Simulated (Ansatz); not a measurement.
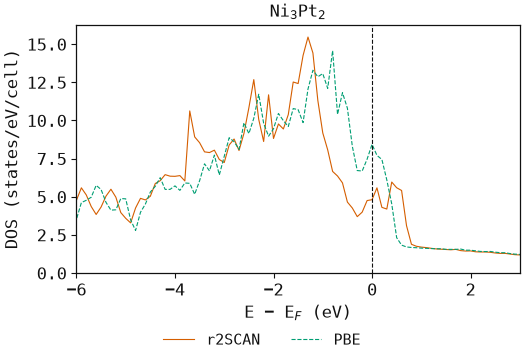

Total densities of states of Ni₃Pt₂, space group R-3m, 5 atoms in the cell, by two methods on the same cell. Each is counted from its own Fermi level.

What changes from one method to the other?

r2SCAN gives a metal with about 4.7 states per eV and cell at the Fermi level and PBE gives a metal with about 7.5 states per eV and cell at the Fermi level. In the window shown, the tallest filled peak lies at −1.3 eV in r2SCAN and −0.8 eV in PBE.

Settings. r2SCAN: DFT r2SCAN, scalar-relativistic, plane waves, PAW, spin-polarised, 18×18×18 k mesh, 500 eV cutoff, Gaussian smearing of 0.1 eV (Ansatz). PBE: DFT PBE, scalar-relativistic, plane waves, PAW, spin-polarised, 18×18×18 k mesh, 420 eV cutoff, Gaussian smearing of 0.1 eV (Ansatz 0.2.0).

The run may have settled in a state above the lowest, so this need not be the ground state. The structure is an invented one, so it need not be a known or stable phase. Spin-orbit coupling is left out, which matters for Pt.
